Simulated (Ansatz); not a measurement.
**CH5ClMgO: nudged elastic band**

CH5ClMgO, computed with RKS B3LYP-D4/def2-SVPD (Ansatz 0.2.0).

One setting was made poor on purpose. It belongs to a series of runs on one base structure; here: band between the two ends. Figures and captions count atoms from 1; the log counts them from 0 in places.

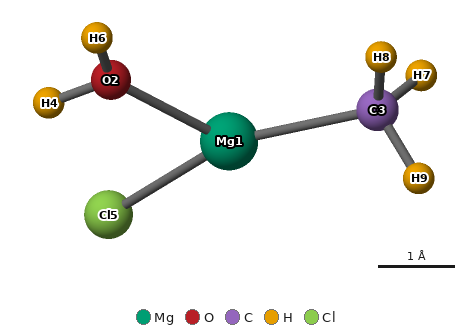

*The structure as given in the input (ball-and-stick view, seen at a tilt; atoms are numbered from 1 in the order of the input). Sticks mark near contacts.*

Input
```yaml
crystal:
  periodic: [false, false, false]
  atoms:
    - { symbol: Mg, position_ang: [-0.602005, 0.268363, 0.271203] }
    - { symbol: O, position_ang: [-0.06709, 0.96936, -1.623459] }
    - { symbol: C, position_ang: [0.628939, -1.133028, 1.212494] }
    - { symbol: H, position_ang: [-0.750434, 1.606245, -1.890507] }
    - { symbol: Cl, position_ang: [-2.434497, 1.637934, 0.137137] }
    - { symbol: H, position_ang: [0.605125, 0.887126, -2.307992] }
    - { symbol: H, position_ang: [0.080369, -2.050446, 1.485667] }
    - { symbol: H, position_ang: [1.470721, -1.445134, 0.57046] }
    - { symbol: H, position_ang: [1.068872, -0.74052, 2.145098] }
basis:
  gaussian: { orbitals: def2-SVPD }
hamiltonian:
  xc: b3lyp
  dispersion: d4
neb:
  order_check: false
  images: 5
  f_tol: 0.2
  max_iterations: 60
  final_atoms:
    - { symbol: Mg, position_ang: [-0.65670166, 0.19256094, 0.2273435] }
    - { symbol: O, position_ang: [-0.00067699, 1.07236562, -1.55026996] }
    - { symbol: C, position_ang: [0.61269588, -1.15498377, 1.1972509] }
    - { symbol: H, position_ang: [-0.71312035, 1.65987274, -1.85315456] }
    - { symbol: Cl, position_ang: [-2.59168301, 1.39514757, -0.02596722] }
    - { symbol: H, position_ang: [0.74661291, 1.10246923, -2.15702832] }
    - { symbol: H, position_ang: [0.0779186, -1.79411468, 1.9191796] }
    - { symbol: H, position_ang: [1.11338989, -1.83164756, 0.48300599] }
    - { symbol: H, position_ang: [1.41156473, -0.64177008, 1.75974108] }
  initial_path:
    images:
      - { positions_ang: [[-0.602005, 0.268363, 0.271203], [-0.06709, 0.96936, -1.623459], [0.628939, -1.133028, 1.212494], [-0.750434, 1.606245, -1.890507], [-2.434497, 1.637934, 0.137137], [0.605125, 0.887126, -2.307992], [0.080369, -2.050446, 1.485667], [1.470721, -1.445134, 0.57046], [1.068872, -0.74052, 2.145098]] }
      - { positions_ang: [[-0.59217582, 0.05624262, 0.1671132], [0.02611124, 1.03886049, -1.65762984], [0.64325728, -1.19456724, 1.25399693], [-0.78488885, 1.63526718, -1.68500004], [-2.40512838, 1.70042876, -0.02948681], [0.46125426, 1.04594914, -2.42600624], [0.10185036, -2.03799834, 1.65104184], [1.46819257, -1.57633687, 0.64997906], [1.08152734, -0.66794574, 2.0760929]] }
      - { positions_ang: [[-0.58234664, -0.15587776, 0.06302339], [0.11931249, 1.10836097, -1.69180068], [0.65757557, -1.25610648, 1.29549985], [-0.81934371, 1.66428936, -1.47949309], [-2.37575976, 1.76292353, -0.19611062], [0.31738351, 1.20477229, -2.54402048], [0.12333171, -2.02555068, 1.81641669], [1.46566414, -1.70753975, 0.72949812], [1.09418268, -0.59537148, 2.00708781]] }
      - { positions_ang: [[-0.57251745, -0.36799815, -0.04106641], [0.21251373, 1.17786146, -1.72597152], [0.67189385, -1.31764571, 1.33700278], [-0.85379856, 1.69331155, -1.27398613], [-2.34639114, 1.82541829, -0.36273442], [0.17351277, 1.36359543, -2.66203472], [0.14481307, -2.01310302, 1.98179153], [1.46313571, -1.83874262, 0.80901718], [1.10683802, -0.52279722, 1.93808271]] }
      - { positions_ang: [[-0.60057885, -0.18114512, 0.04840356], [0.14145016, 1.14269618, -1.66740433], [0.65216119, -1.26342507, 1.29041882], [-0.80690582, 1.68216528, -1.46704227], [-2.4281551, 1.68199472, -0.25047869], [0.36454615, 1.27655336, -2.49369925], [0.12251491, -1.94010691, 1.96092089], [1.34655377, -1.8363776, 0.70034679], [1.20841359, -0.56245484, 1.8786355]] }
      - { positions_ang: [[-0.62864026, 0.00570791, 0.13787353], [0.07038658, 1.1075309, -1.60883715], [0.63242854, -1.20920442, 1.24383486], [-0.76001308, 1.67101901, -1.66009842], [-2.50991906, 1.53857114, -0.13822296], [0.55557953, 1.1895113, -2.32536379], [0.10021676, -1.8671108, 1.94005024], [1.22997183, -1.83401258, 0.59167639], [1.30998916, -0.60211246, 1.81918829]] }
      - { positions_ang: [[-0.65670166, 0.19256094, 0.2273435], [-0.00067699, 1.07236562, -1.55026996], [0.61269588, -1.15498377, 1.1972509], [-0.71312035, 1.65987274, -1.85315456], [-2.59168301, 1.39514757, -0.02596722], [0.74661291, 1.10246923, -2.15702832], [0.0779186, -1.79411468, 1.9191796], [1.11338989, -1.83164756, 0.48300599], [1.41156473, -0.64177008, 1.75974108]] }
```

Hardware: 4 threads of Arm Neoverse N1, 16 GiB of memory available, shared host.

Command:
```bash
ansatz run input.yaml --threads 4 --pin off --max-ram 5120MiB --backend cpu --events-out ev --progress --plain --runs-dir out
```

Log
```
Engine: ansatz 0.2.0, aarch64-unknown-linux-gnu
Functional definition: B3LYP
  parameter a0 = 0.2
  parameter ax = 0.72
  parameter ac = 0.81
  exchange = (1 - a0 - ax)*slater_x + ax*b88_x + a0*exact_x
  correlation = (1 - ac)*vwn_rpa_c + ac*lyp_c
1158 factors; their error is unknown
mean field evaluation 1: about -21117.8066 eV, gradient 7.1e1 eV
mean field evaluation 2: about -21102.7988 eV, gradient 1.0e2 eV
mean field evaluation 4: about -21128.8115 eV, gradient 5.0e0 eV
mean field evaluation 8: about -21128.9748 eV, gradient 1.5e-1 eV
mean field -21128.97488404 eV, -776.4755052551 hartree, gradient 4.9e-5 eV, S^2 0.000000; 0 other end points of the search recorded, 0 dependent functions left out
the calculation of the forces begins
reference -21128.97519136 eV, -776.4755165485 hartree; 24, 24 occupied and 107, 107 virtual orbitals, 1158 factors
1158 factors; their error is unknown
mean field evaluation 16: about -21117.8081 eV, gradient 7.1e1 eV
mean field -21128.97652390 eV, -776.4755655187 hartree, gradient 4.8e-5 eV, S^2 0.000000; 0 other end points of the search recorded, 0 dependent functions left out
[... from here on the field's lines of each further geometry are left out, up to the last ...]
NEB iter   1: max|band force component| = 7.876e0 eV/Å  barrier→ = 1.6057 eV  barrier← = 1.6074 eV  Δτ_max = 0.2000 Å  (202 SCF iters)
NEB iter   2: max|band force component| = 2.052e0 eV/Å  barrier→ = 0.6934 eV  barrier← = 0.6951 eV  Δτ_max = 0.2000 Å  (177 SCF iters)
NEB iter   3: max|band force component| = 1.529e0 eV/Å  barrier→ = 0.5133 eV  barrier← = 0.5150 eV  Δτ_max = 0.2000 Å  (183 SCF iters)
NEB iter   4: max|band force component| = 1.056e0 eV/Å  barrier→ = 0.2449 eV  barrier← = 0.2466 eV  Δτ_max = 0.1945 Å  (183 SCF iters)
NEB iter   5: max|band force component| = 5.849e-1 eV/Å  barrier→ = 0.1152 eV  barrier← = 0.1169 eV  Δτ_max = 0.1953 Å  (169 SCF iters)
NEB iter   6: max|band force component| = 1.766e0 eV/Å  barrier→ = 0.1112 eV  barrier← = 0.1129 eV  Δτ_max = 0.1010 Å  (167 SCF iters)
NEB iter   7: max|band force component| = 3.568e-1 eV/Å  barrier→ = 0.0378 eV  barrier← = 0.0395 eV  CI = image 3  Δτ_max = 0.1662 Å  (154 SCF iters)
NEB iter   8: max|band force component| = 5.055e-1 eV/Å  barrier→ = 0.0271 eV  barrier← = 0.0288 eV  CI = image 3  Δτ_max = 0.0861 Å  (152 SCF iters)
NEB iter   9: max|band force component| = 5.151e-1 eV/Å  barrier→ = 0.0240 eV  barrier← = 0.0257 eV  CI = image 3  Δτ_max = 0.1750 Å  (158 SCF iters)
NEB iter  10: max|band force component| = 1.594e0 eV/Å  barrier→ = 0.1944 eV  barrier← = 0.1961 eV  CI = image 4  Δτ_max = 0.0854 Å  (160 SCF iters)
NEB iter  11: max|band force component| = 8.738e-1 eV/Å  barrier→ = 0.0626 eV  barrier← = 0.0643 eV  CI = image 4  Δτ_max = 0.1695 Å  (155 SCF iters)
NEB iter  12: max|band force component| = 9.466e-1 eV/Å  barrier→ = 0.0637 eV  barrier← = 0.0654 eV  CI = image 4  Δτ_max = 0.1179 Å  (157 SCF iters)
NEB iter  13: max|band force component| = 1.100e0 eV/Å  barrier→ = 0.0710 eV  barrier← = 0.0727 eV  CI = image 4  Δτ_max = 0.1974 Å  (155 SCF iters)
NEB iter  14: max|band force component| = 6.012e-1 eV/Å  barrier→ = 0.0602 eV  barrier← = 0.0619 eV  CI = image 4  Δτ_max = 0.1671 Å  (156 SCF iters)
NEB iter  15: max|band force component| = 3.056e-1 eV/Å  barrier→ = 0.0374 eV  barrier← = 0.0391 eV  CI = image 4  Δτ_max = 0.2000 Å  (164 SCF iters)
NEB iter  16: max|band force component| = 4.385e-1 eV/Å  barrier→ = 0.0447 eV  barrier← = 0.0464 eV  CI = image 4  Δτ_max = 0.0997 Å  (162 SCF iters)
NEB iter  17: max|band force component| = 3.725e-1 eV/Å  barrier→ = 0.0522 eV  barrier← = 0.0539 eV  CI = image 4  Δτ_max = 0.1982 Å  (157 SCF iters)
NEB iter  18: max|band force component| = 3.871e-1 eV/Å  barrier→ = 0.0517 eV  barrier← = 0.0534 eV  CI = image 4  Δτ_max = 0.1985 Å  (150 SCF iters)
NEB iter  19: max|band force component| = 3.368e-1 eV/Å  barrier→ = 0.0341 eV  barrier← = 0.0358 eV  CI = image 4  Δτ_max = 0.1396 Å  (165 SCF iters)
NEB iter  20: max|band force component| = 6.265e-1 eV/Å  barrier→ = 0.0310 eV  barrier← = 0.0327 eV  CI = image 4  Δτ_max = 0.2000 Å  (153 SCF iters)
NEB iter  21: max|band force component| = 1.987e0 eV/Å  barrier→ = 0.1638 eV  barrier← = 0.1655 eV  CI = image 1  Δτ_max = 0.1003 Å  (166 SCF iters)
NEB iter  22: max|band force component| = 1.533e0 eV/Å  barrier→ = 0.0901 eV  barrier← = 0.0918 eV  CI = image 1  Δτ_max = 0.1996 Å  (154 SCF iters)
NEB iter  23: max|band force component| = 2.983e-1 eV/Å  barrier→ = 0.0094 eV  barrier← = 0.0111 eV  CI = image 1  Δτ_max = 0.0805 Å  (165 SCF iters)
NEB iter  24: max|band force component| = 4.245e-1 eV/Å  barrier→ = 0.0107 eV  barrier← = 0.0124 eV  CI = image 1  Δτ_max = 0.0480 Å  (159 SCF iters)
the calculation of the forces begins
reference -21128.97623388 eV, -776.4755548605 hartree; 24, 24 occupied and 107, 107 virtual orbitals, 1158 factors
1158 factors; their error is unknown
mean field evaluation 1056: about -21128.6972 eV, gradient 8.2e0 eV
mean field -21128.97048865 eV, -776.4753437272 hartree, gradient 5.4e-6 eV, S^2 0.000000; 1 other end points of the search recorded, 0 dependent functions left out
the calculation of the forces begins
reference -21128.97079470 eV, -776.4753549743 hartree; 24, 24 occupied and 107, 107 virtual orbitals, 1158 factors
NEB iter  25: max|band force component| = 1.693e-1 eV/Å  barrier→ = 0.0042 eV  barrier← = 0.0059 eV  CI = image 1  Δτ_max = 0.0000 Å  (301 SCF iters)
```

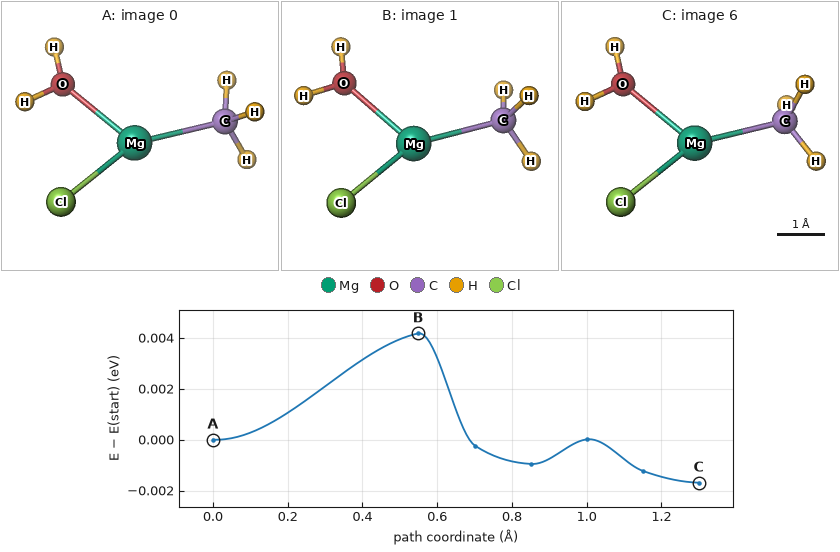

*Images of the last band (counted from 0; ball-and-stick, seen at a tilt) above the energy along the path; the line is a cubic interpolation that uses the forces.*

The highest image is number 1, 0.004 eV above the start and 0.006 eV above the end (the climbing image); the end lies 0.002 eV below the start. The path is 1.30 Å long. The band converged in 25 iterations.

```
Total energy: -21129.17260852 eV, -776.4827714955 hartree
Atom 0 at    -0.677382     0.246535     0.269617 Å, force     0.036438    -0.049210     0.035409 eV/Å
Atom 1 at    -0.037153     1.021666    -1.551815 Å, force     0.168659    -0.035035    -0.131992 eV/Å
Atom 2 at     0.617466    -1.121400     1.180077 Å, force     0.026803    -0.032542     0.014517 eV/Å
Atom 3 at    -0.662892     1.651377    -1.936133 Å, force    -0.130884     0.052909     0.035796 eV/Å
Atom 4 at    -2.575202     1.497374     0.115232 Å, force    -0.048503     0.040161    -0.006054 eV/Å
Atom 5 at     0.700050     0.892236    -2.160662 Å, force    -0.015281    -0.016687     0.070964 eV/Å
Atom 6 at     0.078792    -1.941073     1.686461 Å, force     0.001560     0.022742    -0.006826 eV/Å
Atom 7 at     1.298289    -1.597901     0.451411 Å, force    -0.019231     0.021347     0.010667 eV/Å
Atom 8 at     1.258032    -0.648913     1.945914 Å, force    -0.019561    -0.003685    -0.022482 eV/Å
Dipole moment:     0.725086     0.070664    -0.836211 e Å
this run last wrote the band of iteration 25 to [file]
```

The last band as extended XYZ (Å, eV, eV/Å)
```
9
Properties=species:S:1:pos:R:3:forces:R:3 image=0 energy=-21129.17648
Mg   -0.6020    0.2684    0.2712    0.0129  -0.0003  -0.0148
O    -0.0671    0.9694   -1.6235   -0.0110   0.0028   0.0106
C     0.6289   -1.1330    1.2125   -0.0061   0.0002   0.0048
H    -0.7504    1.6062   -1.8905   -0.0045   0.0050  -0.0044
Cl   -2.4345    1.6379    0.1371   -0.0007   0.0026  -0.0037
H     0.6051    0.8871   -2.3080    0.0034  -0.0047   0.0040
H     0.0804   -2.0504    1.4857    0.0034  -0.0027   0.0049
H     1.4707   -1.4451    0.5705    0.0014   0.0012  -0.0039
H     1.0689   -0.7405    2.1451    0.0012  -0.0042   0.0025
9
Properties=species:S:1:pos:R:3:forces:R:3 image=1 energy=-21129.17230
Mg   -0.6774    0.2465    0.2696    0.0364  -0.0492   0.0354
O    -0.0372    1.0217   -1.5518    0.1687  -0.0350  -0.1320
C     0.6175   -1.1214    1.1801    0.0268  -0.0325   0.0145
H    -0.6629    1.6514   -1.9361   -0.1309   0.0529   0.0358
Cl   -2.5752    1.4974    0.1152   -0.0485   0.0402  -0.0061
H     0.7000    0.8922   -2.1607   -0.0153  -0.0167   0.0710
H     0.0788   -1.9411    1.6865    0.0016   0.0227  -0.0068
H     1.2983   -1.5979    0.4514   -0.0192   0.0213   0.0107
H     1.2580   -0.6489    1.9459   -0.0196  -0.0037  -0.0225
9
Properties=species:S:1:pos:R:3:forces:R:3 image=2 energy=-21129.17671
Mg   -0.6518    0.2328    0.2625    0.0006  -0.0008  -0.0142
O    -0.0288    1.0345   -1.5624    0.0068  -0.0068  -0.0066
C     0.6216   -1.1367    1.1952    0.0036  -0.0007  -0.0012
H    -0.7155    1.6378   -1.8894   -0.0025  -0.0028   0.0144
Cl   -2.5543    1.4895    0.0592   -0.0068   0.0054   0.0028
H     0.6941    0.9708   -2.1955   -0.0003   0.0058  -0.0019
H     0.0730   -1.9305    1.7291   -0.0038  -0.0001   0.0040
H     1.2782   -1.6411    0.4647    0.0020  -0.0025   0.0017
H     1.2834   -0.6572    1.9367    0.0004   0.0025   0.0010
9
Properties=species:S:1:pos:R:3:forces:R:3 image=3 energy=-21129.17743
Mg   -0.6379    0.2161    0.2439   -0.0064   0.0005  -0.0072
O    -0.0290    1.0365   -1.5780    0.0003   0.0000   0.0158
C     0.6186   -1.1548    1.1970   -0.0074   0.0072  -0.0019
H    -0.7216    1.6597   -1.8534   -0.0065   0.0000  -0.0084
Cl   -2.5328    1.4929    0.0547    0.0066   0.0001  -0.0004
H     0.6916    1.0256   -2.2166    0.0018   0.0007  -0.0001
H     0.0597   -1.8947    1.7943    0.0067   0.0035  -0.0022
H     1.2277   -1.7227    0.4723    0.0029  -0.0037   0.0070
H     1.3237   -0.6585    1.8859    0.0021  -0.0083  -0.0024
9
Properties=species:S:1:pos:R:3:forces:R:3 image=4 energy=-21129.17646
Mg   -0.6816    0.2098    0.2543   -0.0031   0.0185  -0.0049
O    -0.0311    1.0211   -1.5544   -0.0186   0.0398  -0.0289
C     0.6126   -1.1443    1.1795   -0.0230  -0.0167   0.0000
H    -0.6862    1.6601   -1.8801    0.0185  -0.0352   0.0313
Cl   -2.5687    1.4909    0.0674   -0.0007  -0.0049  -0.0033
H     0.7326    0.9954   -2.1408    0.0005  -0.0019  -0.0050
H     0.0852   -1.8827    1.8068    0.0159   0.0177   0.0011
H     1.1948   -1.7168    0.4361    0.0096  -0.0014   0.0074
H     1.3423   -0.6335    1.8313    0.0010  -0.0159   0.0024
9
Properties=species:S:1:pos:R:3:forces:R:3 image=5 energy=-21129.17771
Mg   -0.6691    0.2012    0.2397    0.0039   0.0010  -0.0055
O    -0.0141    1.0538   -1.5495    0.0062  -0.0091   0.0129
C     0.6141   -1.1483    1.1869   -0.0016  -0.0110   0.0056
H    -0.7000    1.6627   -1.8674   -0.0031   0.0052  -0.0049
Cl   -2.5890    1.4287    0.0206   -0.0002   0.0024  -0.0050
H     0.7403    1.0492   -2.1483   -0.0084   0.0073  -0.0048
H     0.0806   -1.8396    1.8604    0.0037   0.0029   0.0003
H     1.1611   -1.7725    0.4587   -0.0016   0.0011   0.0016
H     1.3761   -0.6353    1.7989    0.0010   0.0003  -0.0001
9
Properties=species:S:1:pos:R:3:forces:R:3 image=6 energy=-21129.17817
Mg   -0.6567    0.1926    0.2273    0.0054  -0.0044  -0.0079
O    -0.0007    1.0724   -1.5503   -0.0116   0.0016   0.0097
C     0.6127   -1.1550    1.1973   -0.0049   0.0023   0.0006
H    -0.7131    1.6599   -1.8532    0.0123  -0.0004  -0.0038
Cl   -2.5917    1.3951   -0.0260    0.0039  -0.0011  -0.0007
H     0.7466    1.1025   -2.1570   -0.0070   0.0006   0.0020
H     0.0779   -1.7941    1.9192   -0.0016  -0.0016   0.0037
H     1.1134   -1.8316    0.4830    0.0007  -0.0005  -0.0026
H     1.4116   -0.6418    1.7597    0.0028   0.0037  -0.0009
```

Key numbers

| quantity | value |
| --- | --- |
| outcome | converged |
| barrier, forward | 0.004 eV |
| barrier, backward | 0.006 eV |
| wall time | 6.6 min (CPU time 25 min) |
| peak memory | 0.33 GiB |

A deliberately poor setting: loose force. The order of the saddle point was not checked.
